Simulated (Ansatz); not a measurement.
# Sn wire along [100], 25 atoms a period, H-terminated: bands by functional, part 2 of 2

Wanted: the relaxed geometry and the bands of the Sn wire along [100], 25 atoms a period, H-terminated.

Ansatz 0.2.0; DFT PBE, plane waves, PAW; relaxation of a wire's period; PAW set soft_1 (the session's first sound run).

So far. Step 2 (Relaxation of atoms and period): The cell's length comes to 6.624 Å with spin left out.

## 3. The wire at its relaxed period

This step: DFT PBE, plane waves, PAW; bands of a perfect wire; PAW set soft_1 (Ansatz 0.2.0).

At the relaxed period the bands are computed along the axis; those that cross an energy going forward count the channels that a perfect wire would open there.

input.yaml reads:

```yaml
crystal:
  lattice:
    - [22.121, 0.0, 0.0]
    - [0.0, 22.121, 0.0]
    - [0.0, 0.0, 6.6237762829]
  atoms:
    - { symbol: Sn, position: [0.276207965, 0.573626968, 0.003817421] }
    - { symbol: Sn, position: [0.425106274, 0.425106274, 0.99964544] }
    - { symbol: Sn, position: [0.426373032, 0.723792035, 0.003817421] }
    - { symbol: Sn, position: [0.573626968, 0.276207965, 0.003817421] }
    - { symbol: Sn, position: [0.574893726, 0.574893726, 0.99964544] }
    - { symbol: Sn, position: [0.723792035, 0.426373032, 0.003817421] }
    - { symbol: H, position: [0.155271825, 0.455683598, 0.101070584] }
    - { symbol: H, position: [0.306127735, 0.306127735, 0.10200365] }
    - { symbol: H, position: [0.455683598, 0.155271825, 0.101070584] }
    - { symbol: H, position: [0.544316402, 0.844728175, 0.101070584] }
    - { symbol: H, position: [0.693872265, 0.693872265, 0.10200365] }
    - { symbol: H, position: [0.844728175, 0.544316402, 0.101070584] }
    - { symbol: Sn, position: [0.201936667, 0.5, 0.25] }
    - { symbol: Sn, position: [0.351445417, 0.351445417, 0.255069921] }
    - { symbol: Sn, position: [0.351445417, 0.648554583, 0.244930079] }
    - { symbol: Sn, position: [0.5, 0.201936667, 0.25] }
    - { symbol: Sn, position: [0.5, 0.5, 0.25] }
    - { symbol: Sn, position: [0.5, 0.798063333, 0.25] }
    - { symbol: Sn, position: [0.648554583, 0.351445417, 0.244930079] }
    - { symbol: Sn, position: [0.648554583, 0.648554583, 0.255069921] }
    - { symbol: Sn, position: [0.798063333, 0.5, 0.25] }
    - { symbol: H, position: [0.155271825, 0.544316402, 0.398929416] }
    - { symbol: H, position: [0.306127735, 0.693872265, 0.39799635] }
    - { symbol: H, position: [0.455683598, 0.844728175, 0.398929416] }
    - { symbol: H, position: [0.544316402, 0.155271825, 0.398929416] }
    - { symbol: H, position: [0.693872265, 0.306127735, 0.39799635] }
    - { symbol: H, position: [0.844728175, 0.455683598, 0.398929416] }
    - { symbol: Sn, position: [0.276207965, 0.426373032, 0.496182579] }
    - { symbol: Sn, position: [0.426373032, 0.276207965, 0.496182579] }
    - { symbol: Sn, position: [0.425106274, 0.574893726, 0.50035456] }
    - { symbol: Sn, position: [0.574893726, 0.425106274, 0.50035456] }
    - { symbol: Sn, position: [0.573626968, 0.723792035, 0.496182579] }
    - { symbol: Sn, position: [0.723792035, 0.573626968, 0.496182579] }
    - { symbol: H, position: [0.231021948, 0.380944125, 0.648908339] }
    - { symbol: H, position: [0.380944125, 0.231021948, 0.648908339] }
    - { symbol: H, position: [0.619055875, 0.768978052, 0.648908339] }
    - { symbol: H, position: [0.768978052, 0.619055875, 0.648908339] }
    - { symbol: Sn, position: [0.350176477, 0.5, 0.75] }
    - { symbol: Sn, position: [0.5, 0.350176477, 0.75] }
    - { symbol: Sn, position: [0.5, 0.649823523, 0.75] }
    - { symbol: Sn, position: [0.649823523, 0.5, 0.75] }
    - { symbol: H, position: [0.231021948, 0.619055875, 0.851091661] }
    - { symbol: H, position: [0.380944125, 0.768978052, 0.851091661] }
    - { symbol: H, position: [0.619055875, 0.231021948, 0.851091661] }
    - { symbol: H, position: [0.768978052, 0.380944125, 0.851091661] }
kpoints:
  mp_grid: { grid: [1, 1, 13] }
  band_path: { path: ["Γ", Z], npoints: 90 }
scf:
  occupations: { method: fermi_dirac, width: 0.05 }
hamiltonian:
  xc: pbe
  pseudopotentials: { kind: paw, azcp: { folder: soft_1 } }
output:
  dos: { e_range: [-5, 4] }
  write_potential: true
  write_density: true
  volumetric_format: npy
```

Command:

```sh
> ansatz run input.yaml --threads 4 --pin off --max-ram 16384MiB --backend cpu --events-out ev --progress --plain --runs-dir out
```

Numbers of over 12 decimals in the logs are rounded to 6 here.

The program printed:

```text
[...]
Crystal: 45 atoms, lattice volume = 3241.270 Å³
Basis set: ecut = 420 eV, 63223 PW (Γ)
Bands: 230, of which v1, the nominal top of the filled ones, is band 185 counted from 1 (184 counted from 0)
Symmetry: 8 space group operations
[...]
k-points: 7 of 13
[...]
SCF iter   1: F=—  HF=-150921.712919 eV  |F-HF|=—  |Δ(HF+E_count)|=         —  Δρ=2.48e-2  dr2=2.09e1  ethr=3.10e-3  ⟨swp⟩=6.9  Hψ=6567  notcnv=0  defer=68
[...]
SCF iter  12: F=-150915.920253 eV  HF=-150915.920253 eV  |F-HF|=6.69e-10  |Δ(HF+E_count)|=   4.07e-9  Δρ=1.10e-7  dr2=5.85e-10  ethr=2.24e-12  ⟨swp⟩=1.0  Hψ=4303  notcnv=0
SCF 1 converged in 12 iterations: F = -150915.920253 eV  dr2 = 5.85e-10
[...]
NSCF: frozen V_eff on 91 k-points
WARN: pass on a band path, mesh or list of k-points: the 91 k-points are solved 3 at a time at the most, because the 14.40 GiB of host memory that the pass is priced against does not hold them all with the solver's workspace as planned. The pass can take longer, above all where fewer k-points are solved at a time than the run has threads. As a rule a larger memory budget leaves room for more at once. The budget is what a run with no `--max-ram-frac` typed is planned for, 0.8 of the host's memory or its container's limit. More memory there lifts it, and so does a share over 0.88 that is typed (of such a share the budget is ten elevenths): [rest of the remark cut]
WARN: The input density's exchange-correlation potential varies sharply where the density is thin. Do not read a vacuum level from v_tot or v_xc, or from such a field of the output density. On a cell that repeats whose density bears no net charge and no dipole along the vacuum's axis use v_es (v_loc + v_h of the components); under efield.dipole_correction with no amplitude use v_es + v_field, which holds any external [...]
SCF converged after 12 iterations
an eigenvalue changed by more than its tolerance at an iteration that met the thresholds in force, so the SCF went on 2 times: the last check was not made
the last check of whether an eigenvalue changes by more than its tolerance under the output density was not made (no_room)
Free energy (F): -150915.920253 eV
[...]
Internal energy: -150915.920253 eV  (E = F + TS)
E sigma→0 (E₀):  -150915.920253 eV
Entropy (-TS):   -0.000000 eV (-0.000 meV/atom)
Fermi energy:    -1.101237 eV
[...]
--- Band table (eV; the first three rows and the last of 7) ---
  k-point 0: bands = [... 181 lower, -2.0977, -2.0977, -2.0968, -1.9383, -0.2801, 0.3958, 0.4079, 0.4274, ... 41 higher]
  k-point 1: bands = [... 181 lower, -2.1333, -2.0908, -2.0908, -1.9571, -0.2590, 0.4009, 0.4009, 0.4376, ... 41 higher]
  k-point 2: bands = [... 181 lower, -2.2299, -2.0739, -2.0739, -2.0128, -0.1990, 0.2871, 0.2871, 0.4502, ... 41 higher]
  k-point 6: bands = [... 181 lower, -2.4223, -2.3230, -2.2967, -2.2967, -0.1111, -0.0618, -0.0618, -0.0192, ... 41 higher]
```

Run time: 46 min. Hardware: 4 threads of Arm Neoverse V1, shared host; peak memory 12 GiB; 3.1 h of CPU time.

Numbers from this step:

| Property | Result |
| --- | --- |
| band gap | 1.658 eV |

Electronic bands along the path, in eV, zero at the Fermi level; v1 is the highest filled band, c1 the lowest empty one:

| point | v4 | v3 | v2 | v1 | c1 | c2 | c3 | c4 |
| --- | --- | --- | --- | --- | --- | --- | --- | --- |
| Γ | -1.00 | -1.00 | -1.00 | -0.84 | 0.82 | 1.50 | 1.51 | 1.53 |
| Z | -1.32 | -1.26 | -1.26 | -1.23 | 0.99 | 1.04 | 1.04 | 1.07 |

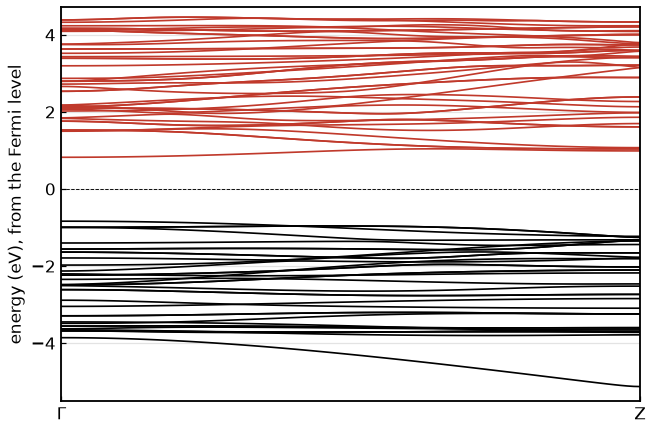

Electronic bands along the path; lines of filled and empty bands in two colours.

The gap is 1.66 eV, with spin left out.

The path shows a direct gap of 1.66 eV (valence top at Γ, conduction bottom at Γ).

## 4. Another level of theory, cutoff 500 eV, k-mesh 1×1×10

This step: DFT r2SCAN, plane waves, PAW; bands of a perfect wire at the PBE geometry; PAW set soft_1 (Ansatz 0.2.0).

The atoms stay at the PBE geometry and the functional changes. r2SCAN also reads the kinetic-energy density; it often gives larger moments and wider gaps than PBE, at a higher cost. Against the first PBE run of this kind, the cutoff is 500 eV against 420 and the mesh along the wire has 10 points against 13.

Changes to input.yaml since step 3:

```diff
@@ -52,3 +52,3 @@
 kpoints:
-  mp_grid: { grid: [1, 1, 13] }
+  mp_grid: { grid: [1, 1, 10] }
   band_path: { path: ["Γ", Z], npoints: 90 }
@@ -57,8 +57,3 @@
 hamiltonian:
-  xc: pbe
+  xc: r2scan
   pseudopotentials: { kind: paw, azcp: { folder: soft_1 } }
-output:
-  dos: { e_range: [-5, 4] }
-  write_potential: true
-  write_density: true
-  volumetric_format: npy
```

The program printed:

```text
[...]
Crystal: 45 atoms, lattice volume = 3241.270 Å³
Basis set: ecut = 500 eV, 82169 PW (Γ), exchange–correlation on 648×648×200 points (64 copies of the dense FFT grid, shifted against one another)
Bands: 230, of which v1, the nominal top of the filled ones, is band 185 counted from 1 (184 counted from 0)
Symmetry: 8 space group operations
[...]
k-points: 6 of 10
[...]
SCF iter   1: F=—  HF=-151280.535341 eV  |F-HF|=—  |Δ(HF+E_count)|=         —  Δρ=2.38e-2  dr2=1.87e1  dr2_τ=1.52e-1  ethr=3.10e-3  ⟨swp⟩=6.8  Hψ=5527  notcnv=0  defer=75
[...]
SCF iter  10: F=-151277.387657 eV  HF=-151277.387657 eV  |F-HF|=7.90e-8  |Δ(HF+E_count)|=   1.99e-6  Δρ=9.23e-7  dr2=5.69e-8  dr2_τ=1.07e-9  ethr=2.70e-11  ⟨swp⟩=18.5  Hψ=7505  notcnv=0
SCF 1 converged in 10 iterations: F = -151277.387657 eV  dr2 = 5.69e-8
[...]
SCF converged after 10 iterations
Free energy (F): -151277.387657 eV
[...]
Internal energy: -151277.387657 eV  (E = F + TS)
E sigma→0 (E₀):  -151277.387657 eV
Fermi energy:    -1.115491 eV
[...]
--- Band table (eV; the first three rows and the last of 6) ---
  k-point 0: bands = [... 181 lower, -2.2845, -2.2708, -2.2708, -2.1113, -0.1230, 0.4515, 0.4722, 0.4805, ... 41 higher]
  k-point 1: bands = [... 181 lower, -2.3466, -2.2596, -2.2596, -2.1434, -0.0932, 0.4599, 0.4599, 0.5168, ... 41 higher]
  k-point 2: bands = [... 181 lower, -2.4999, -2.2402, -2.2402, -2.2373, -0.0168, 0.3081, 0.3081, 0.4886, ... 41 higher]
  k-point 5: bands = [... 181 lower, -2.6219, -2.5544, -2.5544, -2.5281, -0.0128, 0.0397, 0.0397, 0.0852, ... 41 higher]
```

The job ended after 67 min (4 threads; peak memory 12 GiB; 4.4 h of CPU time).

Numbers from this step:

| Item | Value |
| --- | --- |
| band gap | 1.988 eV |

Electronic bands along the path, in eV, zero at the Fermi level; v1 is the highest filled band, c1 the lowest empty one:

| point | v4 | v3 | v2 | v1 | c1 | c2 | c3 | c4 |
| --- | --- | --- | --- | --- | --- | --- | --- | --- |
| Γ | -1.17 | -1.16 | -1.16 | -1.00 | 0.99 | 1.57 | 1.59 | 1.60 |
| Z | -1.51 | -1.44 | -1.44 | -1.41 | 1.10 | 1.16 | 1.16 | 1.20 |

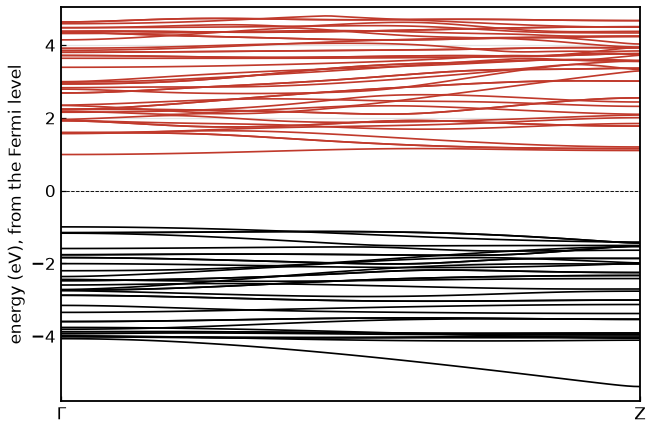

Electronic bands along the path; lines of filled and empty bands in two colours.

The gap is 1.99 eV, against 1.66 eV under PBE at the relaxed period.

## 5. Outcome

| Item | Value |
| --- | --- |
| cell length, PBE | 6.624 Å |
| gap, PBE | 1.66 eV |
| gap, r2SCAN | 1.99 eV |

Under PBE the cell's length is 6.62 Å, and a gap of 1.66 eV makes it a semiconductor. At the relaxed period the wire is gapped under every functional, from 1.66 eV (PBE) to 1.99 eV (r2SCAN). Weak screening in one dimension makes quasiparticle gaps larger than the semilocal gaps, as a rule.

[Logs are printed without paths, hosts, clocks, repeated set-up lines and the standing remarks that a program may print on its own settings, such as how far it seeks lower states.]

[Hosts, paths, dates, database ids (printed as entryN), source tags and the programs' standing remarks are cut or masked in the printed files.]
